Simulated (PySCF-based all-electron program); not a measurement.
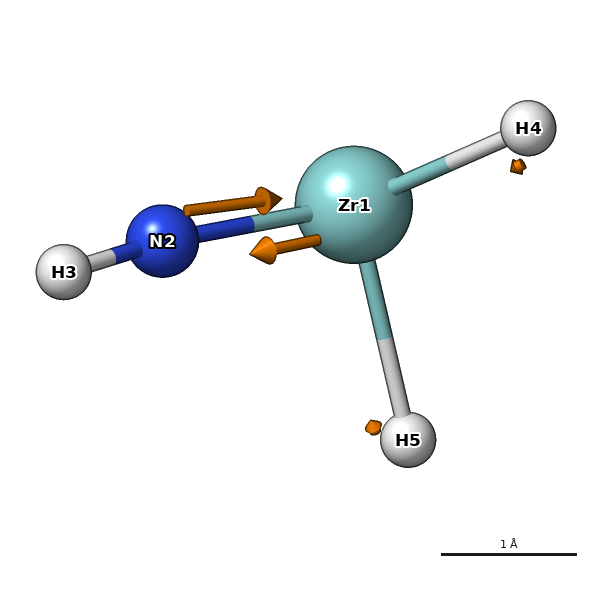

Arrows show the forces on the atoms, 1 Å of arrow for 1 eV/Å; forces under a tenth of the largest aren't drawn. Charge 0, singlet. Level of theory: LDA, all-electron, scalar-relativistic (Koelling-Harmon), large uncontracted Gaussian sets (PySCF-based all-electron program).

On which atom is the force largest, and how large is it?

On N2: 0.87 eV/Å.

Which bond do the forces act along most?

Zr1–N2, now 1.798 Å: the forces pull its atoms together, so a first step downhill shortens it.

List the force components in the frame of the picture (x right, y up, z towards the viewer), in eV/Å.

```csv
atom,Fx,Fy,Fz
Zr1,−0.52,−0.11,0.40
N2,0.72,0.09,−0.48
H3,−0.07,−0.01,0.05
H4,−0.10,−0.06,−0.04
H5,−0.04,0.09,0.07
```
